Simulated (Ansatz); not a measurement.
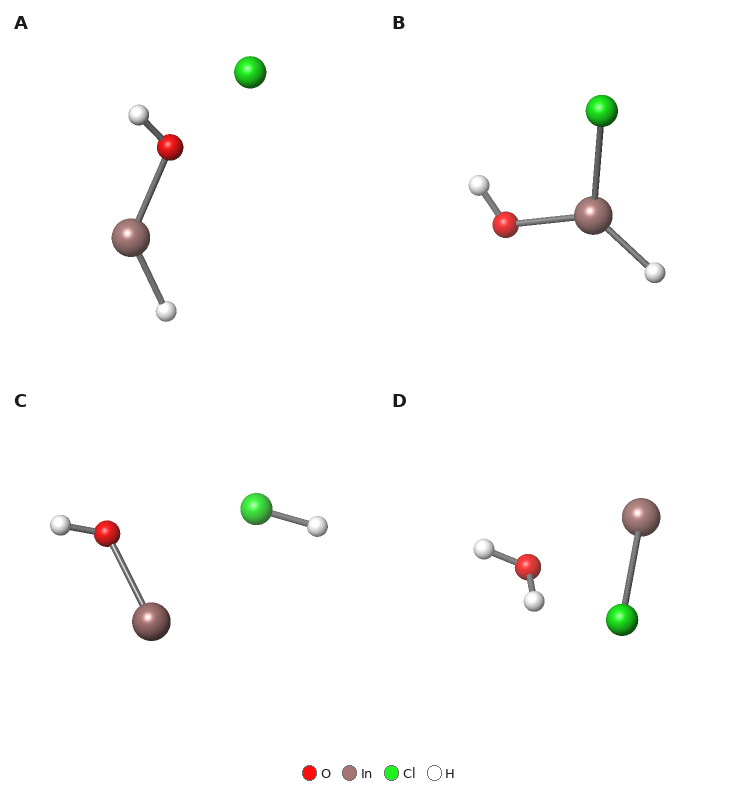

4 stationary structures of one formula. Geometries: PBE0-D4/def2-TZVP. Electronic energies: RHF-CCSD(T) (frozen core)/def2-TZVPP (Ansatz 0.2.0), without zero-point energy. No frequency run is at hand to confirm each as a minimum.

> Which structure is the most stable?

D is lowest (C1); B lies 0.935 eV above it (Cs), C lies 1.413 eV above it (Cs), A lies 4.707 eV above it.
